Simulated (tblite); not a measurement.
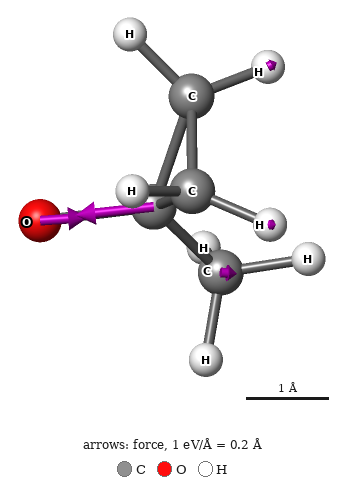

Starting geometry of C4H7O (charge −1) with the computed forces as purple arrows. The picture is a ball-and-stick view, seen from a free direction.

The calculation used tblite, GFN2-xTB geometry optimisation, gas phase. 

**What follows when this structure is relaxed?**

It isn't relaxed: the largest force vector, on a C atom, is 4.85 eV/Å. The final displacements follow the starting forces only in part (cosine between the two patterns 0.45). After 24 geometry steps the energy has fallen by 34.8 kJ/mol. The atom that moves furthest after the best rigid fit is a C atom (0.14 Å). Largest moves by element: C 0.14 Å, H 0.10 Å, O 0.07 Å. Among the contacts that change: C–O 1.416 → 1.292 Å, C–C 1.502 → 1.558 Å, C–C 1.515 → 1.543 Å, C–H 1.070 → 1.087 Å. Among the angles between lasting bonds that change: C–C–C 120.5° → 111.3°, O–C–C 115.1° → 123.3°, O–C–C 116.4° → 123.3°.
